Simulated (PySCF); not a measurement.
```xyz
17

O     3.1678   -0.9531   -0.1855
C     1.9038   -0.4478   -0.1244
C     1.7689    0.9621   -0.2482
C     0.5409    1.5331   -0.1965
N    -0.5674    0.7698   -0.0252
C    -1.8710    1.1357    0.0552
C    -2.6289    0.0016    0.2321
C    -1.7669   -1.1005    0.2614
C    -0.4797   -0.6172    0.1002
C     0.7910   -1.2228    0.0461
H     3.1381   -1.9125   -0.0942
H     2.6566    1.5550   -0.3842
H     0.3888    2.5980   -0.2873
H    -2.1676    2.1634   -0.0187
H    -3.6967   -0.0274    0.3313
H    -2.0429   -2.1284    0.3852
H     0.8582   -2.2967    0.1429
```

Geometry: GFN2-xTB.

Level of theory: PySCF, PBE0/pcSseg-1, SCF density, gas phase, non-relativistic.

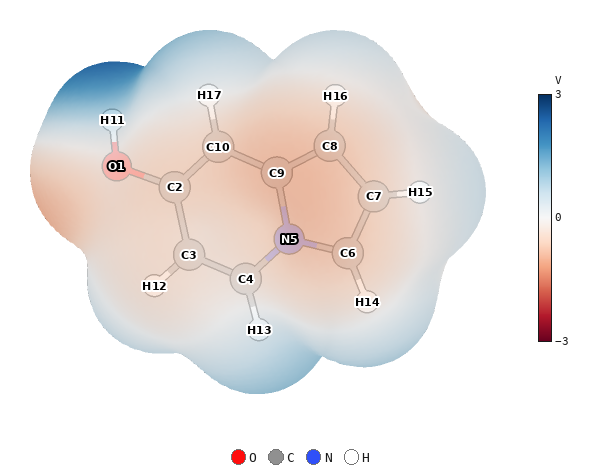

C8H7NO (SMILES Oc1ccn2cccc2c1). The molecular electrostatic potential painted on the density surface at 0.001 e/bohr³, seen at a tilt; the colour scale runs from red (negative) to blue (positive).

> Which sites attract a positive test charge, and which a negative one?

A positive charge is drawn to the negative regions and a negative charge to the positive ones. The most negative region (about −1.0 V, or −23 kcal/mol for a unit charge) lies over O1, C7 and C8, the most positive (about +2.2 V, or +51 kcal/mol for a unit charge) over H11.
